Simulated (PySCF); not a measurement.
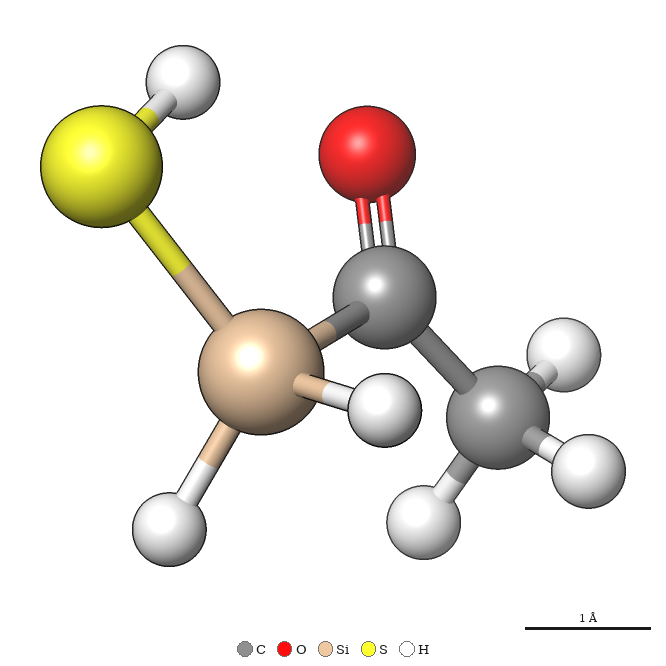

The picture shows a molecular structure as a ball-and-stick model. Multiple sticks mark multiple bonds (one Kekulé form).

Computed geometry: PBE0-D3(BJ)/def2-SVP optimisation. No frequency run is at hand to confirm it as a minimum.

> Give the formula.

C₂H₆OSSi, 11 atoms: 2 carbon, 6 hydrogen, 1 oxygen, 1 sulfur and 1 silicon.

> Count the bonded pairs by element.

3 C–H, 2 Si–H, 1 C–C, 1 C–O, 1 C–Si, 1 S–Si, 1 S–H.

> Name functional groups in it.

Among them: Si–H bond.

More results for the same structure follow; atom numbers are the same in all pictures, views and colours differ.

**Geometry**

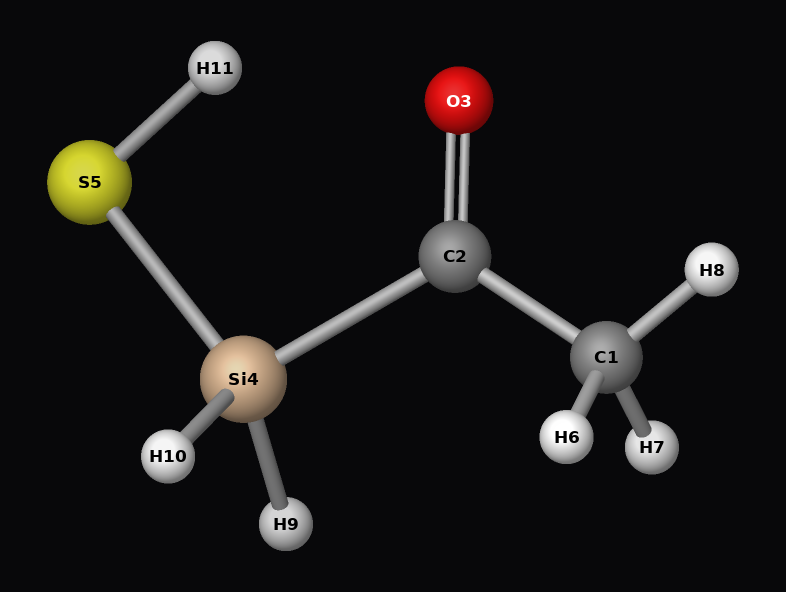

No frequency run is at hand to confirm it as a minimum.

Give these bond angles: C2–C1–H6, C2–C1–H7, C2–C1–H8, C1–C2–O3, C1–C2–Si4, O3–C2–Si4, C2–Si4–S5, C2–Si4–H9, C2–Si4–H10, S5–Si4–H9, S5–Si4–H10, Si4–S5–H11.

```json
{"angle": "C2–C1–H6", "degrees": "110.2"}
{"angle": "C2–C1–H7", "degrees": "109.3"}
{"angle": "C2–C1–H8", "degrees": "110.4"}
{"angle": "C1–C2–O3", "degrees": "122.1"}
{"angle": "C1–C2–Si4", "degrees": "119.3"}
{"angle": "O3–C2–Si4", "degrees": "118.6"}
{"angle": "C2–Si4–S5", "degrees": "103.1"}
{"angle": "C2–Si4–H9", "degrees": "109.8"}
{"angle": "C2–Si4–H10", "degrees": "108.0"}
{"angle": "S5–Si4–H9", "degrees": "113.5"}
{"angle": "S5–Si4–H10", "degrees": "114.5"}
{"angle": "Si4–S5–H11", "degrees": "87.2"}
```

**NMR shielding**

The questions are on isotropic NMR shieldings of the H atoms. No frequency run is at hand to confirm it as a minimum. Level of theory: GIAO PBE0/pcSseg-1 NMR shielding, non-relativistic, IEF-PCM methanol (PySCF 2.14.0).

List the isotropic NMR shieldings of the H atoms.

| atom | σ (ppm) |
| --- | --- |
| H6 | 28.26 |
| H7 | 28.41 |
| H8 | 28.70 |
| H9 | 26.23 |
| H10 | 26.34 |
| H11 | 28.57 |

**Electronic properties**

No frequency run is at hand to confirm it as a minimum. Method: PBE0/pcSseg-1, gas phase (PySCF 2.14.0).

> What is the LUMO energy (Kohn–Sham orbital)?

−1.50 eV.

> Give the HOMO energy (Kohn–Sham orbital) at this level.

−7.38 eV.

> Estimate the dipole moment.

3.31 D.

**Excitation**

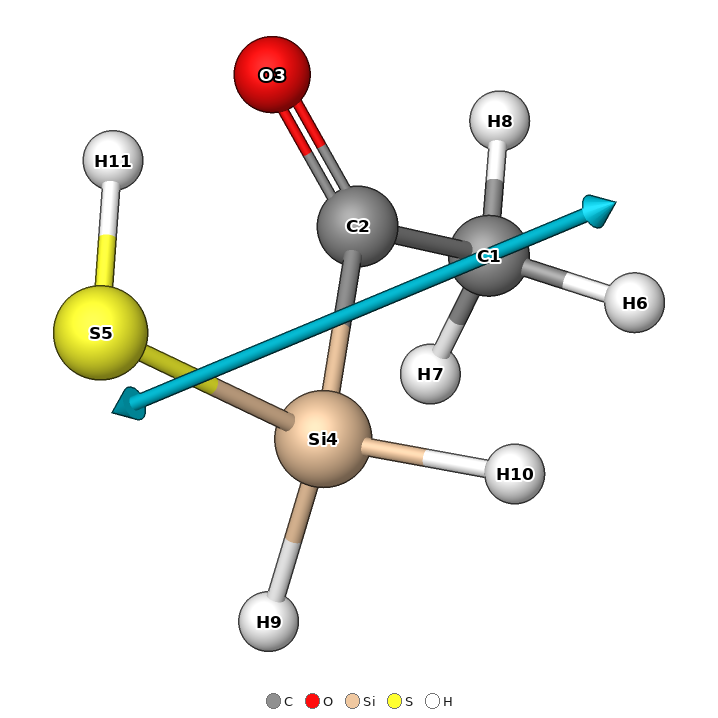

The double arrow shows the direction of the transition dipole to excited singlet state 3 (its length means nothing). No frequency run is at hand to confirm it as a minimum. Level of theory: TDDFT CAM-B3LYP/def2-SVPD, vertical, IEF-PCM chloroform (non-equilibrium linear response), core orbitals frozen in the response (PySCF 2.14.0).

> Where does the transition lie, and how strong is it?

6.29 eV (197 nm), oscillator strength 0.047, mainly HOMO−1 → LUMO+1 (weight 0.51); transition dipole 1.40 D.

**Core levels**

No frequency run is at hand to confirm it as a minimum. Level of theory: delta-SCF UKS SCAN, pcX-2 on the ionised atom, pcseg-1 elsewhere, spin-free X2C (PySCF 2.14.0).

Give the core-electron binding energies (to vacuum; p and d levels without spin–orbit splitting) of C1 1s, C2 1s, O3 1s, Si4 1s, Si4 2p, S5 1s, S5 2p.

```csv
atom,level,binding energy (eV)
C1,1s,291.4
C2,1s,293.3
O3,1s,538.3
Si4,1s,1847.0
Si4,2p,107.5
S5,1s,2476.9
S5,2p,169.5
```
